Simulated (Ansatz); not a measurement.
**CH$_{10}$FNOSi: molecular dynamics (part 5 of 5)**

Continued. System: CH$_{10}$FNOSi. Method: UKS PBE-D4/6-31G* (Ansatz 0.2.0). It belongs to a series of runs on one base structure; here: dynamics from the start.

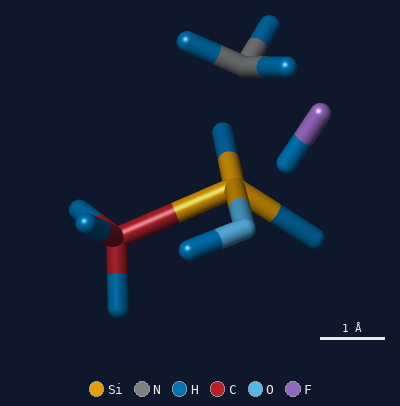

*The geometry at step 138 of the log (stick view, seen at a tilt).*

Trajectory as extended XYZ, continued:
```
15
Properties=species:S:1:pos:R:3:forces:R:3 step=124 time_fs=62.0 energy=-15318.41317 temperature=228.6
Si   -0.8865    0.0165   -0.2668    1.0127   0.6477  -0.6006
N     0.4716   -1.5337   -0.1887   -3.7320   1.5969  -3.3558
H    -1.3670   -0.7920   -1.5089    0.0157   0.2356   0.0232
H    -2.0569   -0.1932    0.5830   -0.6715  -0.0879   0.2587
C    -0.3285    1.6626   -1.2478    0.8532  -0.0415   0.6402
H     0.6512   -0.3548    1.9300    0.4886  -1.0934   0.7095
O    -0.0158    0.6380    1.3267    0.2656  -0.3808  -0.3364
H     0.7267   -1.7206    0.7105    1.8539  -1.0442   4.5769
F     1.0823   -1.3926    2.3015   -0.7851   1.8218  -0.7659
H     1.1666   -1.2481   -0.8107    2.1906   0.5917  -1.1389
H    -0.0426   -2.2558   -0.6611   -0.3866  -0.9221  -0.1216
H     0.7649    1.9090   -1.0231   -0.7849  -0.4551  -0.2173
H    -0.8362    2.6012   -0.9118   -0.1713  -0.5335  -0.2504
H    -0.3969    1.5407   -2.3508   -0.2182   0.0973   0.3966
H     0.4896    1.4625    1.1450    0.0694  -0.4325   0.1817
15
Properties=species:S:1:pos:R:3:forces:R:3 step=126 time_fs=63.0 energy=-15318.49933 temperature=278.6
Si   -0.8900    0.0130   -0.2652    1.2051   0.8583  -0.6202
N     0.4700   -1.5395   -0.1914   -2.1711   2.0631  -4.4159
H    -1.3507   -0.7863   -1.5025   -0.0885   0.1450  -0.1092
H    -2.0692   -0.1741    0.5732   -0.6943  -0.1142   0.3027
C    -0.3251    1.6674   -1.2420    0.8559  -0.3132   0.8176
H     0.6599   -0.3518    1.9209    0.4368  -1.0788   0.7538
O    -0.0144    0.6427    1.3219   -0.1859  -1.2575  -0.1158
H     0.7264   -1.7233    0.7130    1.7862  -1.0311   4.3147
F     1.0820   -1.3894    2.3023   -0.7671   1.8265  -0.8140
H     1.2059   -1.2540   -0.8339    0.6313   0.0294   0.2028
H    -0.0322   -2.2686   -0.6728   -0.3338  -0.8197  -0.0323
H     0.7636    1.9107   -1.0068   -0.7127  -0.4359  -0.2351
H    -0.8347    2.5955   -0.9064   -0.2772  -0.3307  -0.2042
H    -0.3893    1.5396   -2.3372   -0.2168   0.1106   0.1682
H     0.4829    1.4491    1.1404    0.5321   0.3483  -0.0128
15
Properties=species:S:1:pos:R:3:forces:R:3 step=129 time_fs=64.5 energy=-15318.72167 temperature=408.7
Si   -0.8944    0.0083   -0.2632    1.3203   1.0710  -0.4935
N     0.4652   -1.5458   -0.2007    0.3987   1.3754  -1.9725
H    -1.3281   -0.7753   -1.4952   -0.2619   0.0090  -0.3073
H    -2.0997   -0.1476    0.5637   -0.4952  -0.1161   0.2174
C    -0.3189    1.6740   -1.2320    0.5085  -0.8376   0.9691
H     0.6805   -0.3661    1.9207    0.2436  -0.8025   0.6916
O    -0.0126    0.6483    1.3146   -0.5578  -2.1237   0.1816
H     0.7550   -1.7438    0.7846    0.6135  -0.2539   0.5156
F     1.0809   -1.3831    2.3026   -0.6526   1.5943  -0.8157
H     1.2724   -1.2634   -0.8623   -1.1573  -0.5193   1.4678
H    -0.0218   -2.3013   -0.6903    0.0097  -0.2843   0.2367
H     0.7497    1.9059   -0.9864   -0.2381  -0.2976  -0.1631
H    -0.8379    2.5819   -0.9017   -0.4507   0.0509  -0.0797
H    -0.3817    1.5399   -2.3147   -0.2056   0.0947  -0.2251
H     0.4833    1.4369    1.1328    0.9249   1.0398  -0.2229
15
Properties=species:S:1:pos:R:3:forces:R:3 step=132 time_fs=66.0 energy=-15318.65299 temperature=369.6
Si   -0.8979    0.0044   -0.2616    1.2316   1.2334  -0.2621
N     0.4608   -1.5499   -0.2131    1.5423   0.3625   0.0565
H    -1.3112   -0.7641   -1.4944   -0.3977  -0.0951  -0.4267
H    -2.1405   -0.1236    0.5588   -0.1072  -0.1069   0.0187
C    -0.3118    1.6792   -1.2202   -0.2320  -1.2680   0.8431
H     0.7062   -0.3973    1.9351   -0.0335  -0.2800   0.4849
O    -0.0114    0.6511    1.3075   -0.1255  -1.6027   0.1706
H     0.7976   -1.7704    0.8706   -0.2836   0.2953  -1.8030
F     1.0790   -1.3749    2.3021   -0.4093   1.0524  -0.6652
H     1.3158   -1.2832   -0.8609   -1.8005  -0.5892   1.6396
H    -0.0113   -2.3401   -0.7028    0.3412   0.3346   0.4936
H     0.7312    1.8948   -0.9693    0.4918  -0.0708  -0.0049
H    -0.8506    2.5690   -0.8987   -0.5024   0.2839   0.0260
H    -0.3785    1.5421   -2.2967   -0.1674   0.0750  -0.4349
H     0.5022    1.4447    1.1209    0.4523   0.3756  -0.1361
15
Properties=species:S:1:pos:R:3:forces:R:3 step=135 time_fs=67.5 energy=-15318.53436 temperature=299.5
Si   -0.9004    0.0014   -0.2601    1.0242   1.3795  -0.0761
N     0.4586   -1.5534   -0.2255    1.4498  -0.4323   1.3833
H    -1.3027   -0.7548   -1.5025   -0.4465  -0.1365  -0.3993
H    -2.1836   -0.1019    0.5542    0.3027  -0.1122  -0.1816
C    -0.3051    1.6821   -1.2070   -0.9899  -1.3672   0.4790
H     0.7311   -0.4342    1.9598   -0.3658   0.4776   0.1536
O    -0.0103    0.6518    1.3006    0.5315  -0.5777  -0.0197
H     0.8348   -1.7911    0.9203   -0.7724   0.5260  -2.5630
F     1.0766   -1.3655    2.3008   -0.0182   0.1833  -0.2776
H     1.3222   -1.3152   -0.8254   -1.3621  -0.2930   1.0201
H     0.0062   -2.3721   -0.7050    0.4107   0.6460   0.5674
H     0.7228    1.8821   -0.9525    0.9708   0.1348   0.1148
H    -0.8737    2.5618   -0.8953   -0.3128   0.1992   0.0488
H    -0.3789    1.5461   -2.2875   -0.0901   0.0822  -0.3112
H     0.5303    1.4599    1.1062   -0.3317  -0.7096   0.0614
15
Properties=species:S:1:pos:R:3:forces:R:3 step=138 time_fs=69.0 energy=-15318.48589 temperature=270.5
Si   -0.9021   -0.0004   -0.2588    0.7860   1.4862  -0.0439
N     0.4586   -1.5575   -0.2358    0.2509  -0.9577   2.9958
H    -1.3037   -0.7484   -1.5190   -0.3976  -0.1112  -0.2226
H    -2.2204   -0.0827    0.5458    0.6115  -0.1328  -0.3068
C    -0.3001    1.6826   -1.1930   -1.2020  -1.1396   0.1190
H     0.7481   -0.4606    1.9877   -0.6915   1.2963  -0.2079
O    -0.0086    0.6517    1.2937    0.7427  -0.1518  -0.1342
H     0.8555   -1.8008    0.9155   -1.0881   0.6081  -2.7242
F     1.0743   -1.3560    2.2992    0.4136  -0.7973   0.2070
H     1.3013   -1.3529   -0.7691    0.3157   0.3164  -0.3233
H     0.0320   -2.3911   -0.6953    0.1822   0.4862   0.4055
H     0.7341    1.8721   -0.9334    0.7139   0.2171   0.0610
H    -0.9032    2.5586   -0.8910    0.0533  -0.0871   0.0219
H    -0.3811    1.5518   -2.2846    0.0138   0.1018   0.0240
H     0.5519    1.4610    1.0926   -0.7042  -1.1343   0.1288
15
Properties=species:S:1:pos:R:3:forces:R:3 step=141 time_fs=70.5 energy=-15318.54330 temperature=305.4
Si   -0.9032   -0.0012   -0.2575    0.5701   1.5306  -0.1884
N     0.4589   -1.5631   -0.2414   -1.0864  -0.9321   4.1751
H    -1.3130   -0.7443   -1.5402   -0.2770  -0.0451   0.0372
H    -2.2443   -0.0663    0.5310    0.7652  -0.1564  -0.3265
C    -0.2972    1.6810   -1.1787   -0.8482  -0.8257  -0.0872
H     0.7506   -0.4602    2.0115   -0.7655   1.4354  -0.3435
O    -0.0059    0.6513    1.2866    0.3596  -0.5854  -0.0551
H     0.8531   -1.7975    0.8531   -1.2171   0.5605  -2.2818
F     1.0723   -1.3473    2.2979    0.5767  -1.1024   0.4205
H     1.2877   -1.3838   -0.7199    2.1548   0.8804  -1.6181
H     0.0614   -2.4002   -0.6772   -0.2228  -0.0636   0.0464
H     0.7599    1.8666   -0.9133   -0.0676   0.1989  -0.1202
H    -0.9316    2.5535   -0.8861    0.3974  -0.3223   0.0200
H    -0.3831    1.5597   -2.2813    0.1098   0.0976   0.3191
H     0.5594    1.4391    1.0815   -0.4489  -0.6707   0.0026
15
Properties=species:S:1:pos:R:3:forces:R:3 step=144 time_fs=72.0 energy=-15318.75693 temperature=429.0
Si   -0.9039   -0.0007   -0.2564    0.4321   1.4998  -0.4687
N     0.4578   -1.5700   -0.2410   -0.4580   0.0351   2.2326
H    -1.3284   -0.7411   -1.5606   -0.1294   0.0270   0.2883
H    -2.2519   -0.0533    0.5093    0.7418  -0.1722  -0.2335
C    -0.2958    1.6779   -1.1645   -0.3565  -0.6451  -0.1584
H     0.7372   -0.4307    2.0284   -0.4712   0.5504  -0.1944
O    -0.0028    0.6500    1.2795   -0.4629  -1.6004   0.2208
H     0.8253   -1.7826    0.7439   -0.7334   0.1683  -0.2130
F     1.0711   -1.3397    2.2970    0.3306  -0.3605   0.2720
H     1.3158   -1.3970   -0.7027    1.3597   0.7805  -1.3678
H     0.0862   -2.4106   -0.6581   -0.5264  -0.5546  -0.3155
H     0.7845    1.8654   -0.8956   -0.7568   0.1621  -0.2673
H    -0.9518    2.5419   -0.8807    0.5588  -0.3482   0.0820
H    -0.3828    1.5697   -2.2715    0.1661   0.0515   0.3982
H     0.5581    1.4039    1.0702    0.3054   0.4064  -0.2752
15
Properties=species:S:1:pos:R:3:forces:R:3 step=147 time_fs=73.5 energy=-15318.55182 temperature=308.4
Si   -0.9042    0.0009   -0.2556    0.4646   1.3685  -0.8274
N     0.4560   -1.5768   -0.2376   -0.0041   1.3795  -3.7298
H    -1.3465   -0.7374   -1.5749    0.0007   0.0817   0.4579
H    -2.2439   -0.0439    0.4828    0.5273  -0.1764  -0.0318
C    -0.2951    1.6736   -1.1506   -0.0247  -0.6635  -0.1523
H     0.7139   -0.3896    2.0411   -0.0966  -0.4921  -0.0565
O    -0.0003    0.6466    1.2726   -0.9740  -2.1360   0.4623
H     0.7842   -1.7653    0.6356    1.0209  -0.8327   4.8073
F     1.0701   -1.3326    2.2963   -0.0298   0.5695   0.0645
H     1.3709   -1.3940   -0.7137   -0.8584   0.2965  -0.2920
H     0.1003   -2.4318   -0.6454   -0.4849  -0.4086  -0.3973
H     0.7934    1.8677   -0.8835   -0.9928   0.1495  -0.2886
H    -0.9603    2.5231   -0.8734    0.4836  -0.1457   0.2001
H    -0.3790    1.5806   -2.2536    0.1674  -0.0258   0.2204
H     0.5630    1.3766    1.0531    0.8009   1.0356  -0.4370
15
Properties=species:S:1:pos:R:3:forces:R:3 step=150 time_fs=75.0 energy=-15318.43285 temperature=240.2
Si   -0.9041    0.0035   -0.2554    0.7171   1.1171  -1.2161
N     0.4541   -1.5816   -0.2395    0.4758   1.3062  -5.5946
H    -1.3647   -0.7320   -1.5795    0.0809   0.1085   0.5086
H    -2.2249   -0.0384    0.4558    0.1423  -0.1682   0.2547
C    -0.2945    1.6681   -1.1370    0.0013  -0.8182  -0.1483
H     0.6881   -0.3581    2.0523    0.1163  -0.9866  -0.0839
O     0.0010    0.6404    1.2664   -0.4721  -1.3844   0.4008
H     0.7629   -1.7645    0.6246    1.4806  -0.9467   5.8451
F     1.0692   -1.3248    2.2958   -0.2384   1.0006   0.0020
H     1.4093   -1.3843   -0.7317   -2.0638  -0.0735   0.4236
H     0.1043   -2.4611   -0.6408   -0.2197   0.2107  -0.2374
H     0.7819    1.8733   -0.8775   -0.6968   0.1760  -0.1725
H    -0.9587    2.5014   -0.8618    0.2298   0.1866   0.3287
H    -0.3716    1.5911   -2.2311    0.1170  -0.1030  -0.1168
H     0.5835    1.3694    1.0273    0.3296   0.3750  -0.1939
```

The run was set up as follows.

Input:
```yaml
crystal:
  periodic: [false, false, false]
  atoms:
    - { symbol: Si, position_ang: [-0.9341, 0.0093, -0.3062] }
    - { symbol: "N", position_ang: [0.5752, -1.4786, -0.2166] }
    - { symbol: H, position_ang: [-1.53, -0.763, -1.4432] }
    - { symbol: H, position_ang: [-1.9986, -0.0637, 0.6839] }
    - { symbol: C, position_ang: [-0.3268, 1.5734, -1.2009] }
    - { symbol: H, position_ang: [0.4829, -0.3178, 2.0344] }
    - { symbol: O, position_ang: [0.04, 0.6826, 1.3905] }
    - { symbol: H, position_ang: [0.882, -1.6406, 1.0715] }
    - { symbol: F, position_ang: [0.9993, -1.3851, 2.2447] }
    - { symbol: H, position_ang: [1.4071, -1.2056, -0.7197] }
    - { symbol: H, position_ang: [0.2284, -2.3432, -0.6028] }
    - { symbol: H, position_ang: [0.7232, 1.5182, -1.4757] }
    - { symbol: H, position_ang: [-0.4601, 2.4549, -0.5832] }
    - { symbol: H, position_ang: [-0.894, 1.7259, -2.1121] }
    - { symbol: H, position_ang: [0.8055, 1.2334, 1.2353] }
magnetization:
  spin_polarized: true
basis:
  gaussian: { orbitals: "6-31G*" }
hamiltonian:
  xc: pbe
  dispersion: d4
md:
  timestep: 0.5
  n_steps: 150
  ensemble: nve
  temperature: 300.0
  initial_velocities: maxwell_boltzmann
  seed: 448478
```

Launch command:
```bash
ansatz run input.yaml --threads 2 --pin off --max-ram 3072MiB --backend cpu --events-out ev --progress --plain --runs-dir out
```

Summary:

| quantity | value |
| --- | --- |
| outcome | finished |
| mean temperature over the second half | 330 K |
| trajectory | 150 steps, 75 fs |
| ensemble | nve |
| temperature in the input | 300.0 K |
| time step | 0.5 fs |
| potential energy (last step) | −15318.4329 eV |
| mean-field energy (last step) | −15318.1606 eV |
| largest force (length of the vector) (last step) | 6.104 eV/Å |
| hardware | 2 threads of Arm Neoverse N1, 98 GiB of memory available, shared host |
| wall time | 16 min (CPU time 31 min) |
| peak memory | 0.19 GiB |

Remarks:

So short a trajectory is not equilibrated.
